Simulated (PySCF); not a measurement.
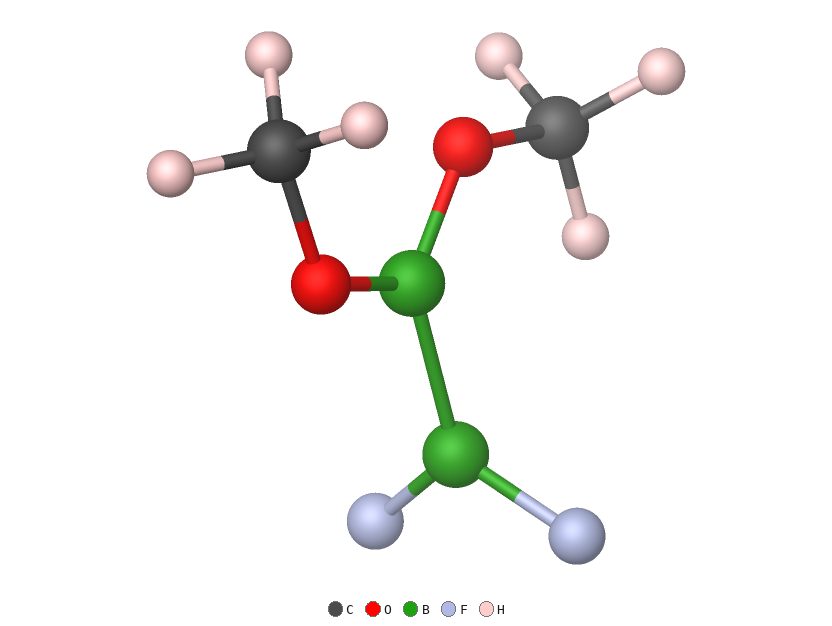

Rendered structure (ball-and-stick style). Every bond is drawn as one stick, whatever its order.

Computed geometry: GFN2-xTB optimisation. No frequency run is at hand to confirm it as a minimum.

> Count the atoms of each element.

C₂H₆B₂F₂O₂, 14 atoms: 2 carbon, 6 hydrogen, 2 boron, 2 fluorine and 2 oxygen.

> What is its SMILES?

COB(OC)B(F)F

The parts below concern this one geometry. Atoms keep their numbers from picture to picture.

### Shape

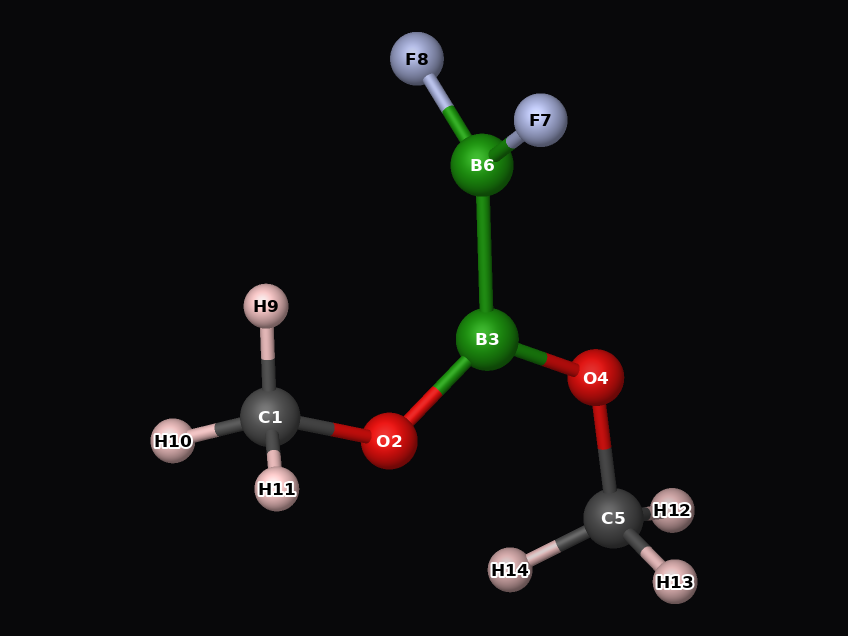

The atoms are numbered. No frequency run is at hand to confirm it as a minimum.

Give the bond lengths.

```csv
bond,length (Å),order
C1–O2,1.404,single
C1–H9,1.094,single
C1–H10,1.093,single
C1–H11,1.092,single
O2–B3,1.361,single
B3–O4,1.348,single
B3–B6,1.717,single
O4–C5,1.416,single
C5–H12,1.090,single
C5–H13,1.092,single
C5–H14,1.090,single
B6–F7,1.325,single
B6–F8,1.324,single
```

### Quadrupole coupling

No frequency run is at hand to confirm it as a minimum. Electric field gradients from the ground-state density, PBE0/pcSseg-1 (PySCF 2.14.0), non-relativistic apart from any core potentials.

Give the largest field-gradient component, the quadrupole coupling constant and the asymmetry for 17O at O2 (Q = −25.6 mb), 11B at B3 (Q = 40.59 mb), 17O at O4 (Q = −25.6 mb), 11B at B6 (Q = 40.59 mb).

```
atom  V_zz (a.u.)  e²qQ/h (MHz)     η
  O2        1.596         −9.60  0.01
  B3        0.325          3.10  0.38
  O4        1.607         −9.66  0.06
  B6        0.393          3.75  0.69
```

### NMR shielding

The questions are on isotropic NMR shieldings of the C atoms. No frequency run is at hand to confirm it as a minimum. Level of theory: GIAO PBE0/pcSseg-1 NMR shielding, non-relativistic, gas phase (PySCF 2.14.0).

List the isotropic NMR shieldings of the C atoms.

```csv
atom,σ (ppm)
C1,128.9
C5,133.6
```

### Charges

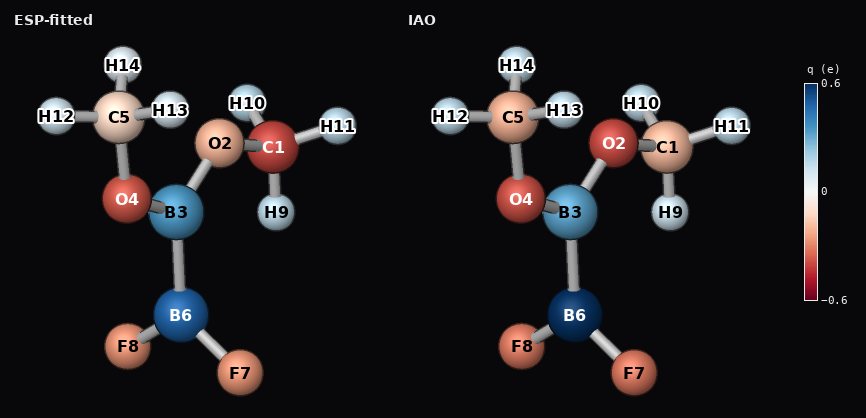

Atomic charges of one calculation by 2 schemes, on one colour scale. No frequency run is at hand to confirm it as a minimum. Computed with PBE0/pcSseg-1 (PySCF 2.14.0).

> On which atom do the schemes disagree most?

On C1 (from −0.40 to −0.19 e); O2 (from −0.39 to −0.20 e).

List the charges (e), one line for each set of equivalent atoms. Atoms whose distances differ by more than 0.02 Å in this geometry are listed apart.

```
atom  ESP-fitted    IAO
  C1       −0.40  −0.19
  O2       −0.20  −0.39
  B3        0.35   0.32
  O4       −0.37  −0.38
  C5       −0.12  −0.20
  B6        0.48   0.59
  F7       −0.26  −0.31
  F8       −0.26  −0.31
  H9        0.15   0.13
 H10        0.17   0.15
 H11        0.16   0.15
 H12        0.12   0.16
 H13        0.10   0.14
 H14        0.08   0.14
```

### Electronic properties

No frequency run is at hand to confirm it as a minimum. Properties computed with CAM-B3LYP/def2-SVPD, gas phase (PySCF 2.14.0). Excitations: vertical, linear response.

Computed properties:

- dipole moment: 2.81 D
- HOMO energy (Kohn–Sham orbital): −10.04 eV
- LUMO energy (Kohn–Sham orbital): 0.71 eV
- HOMO–LUMO gap: 10.75 eV
- mean static polarisability: 59.8 bohr³
- lowest vertical singlet excitation: 7.24 eV
- its oscillator strength: 0.023
- brightest of the 8 lowest singlets: 8.10 eV
- its oscillator strength: 0.15

The geometry is semi-empirical. Around B such bond lengths and angles can be off by a tenth of an ångström or more and by several degrees, and values that hang on the shape move with them.
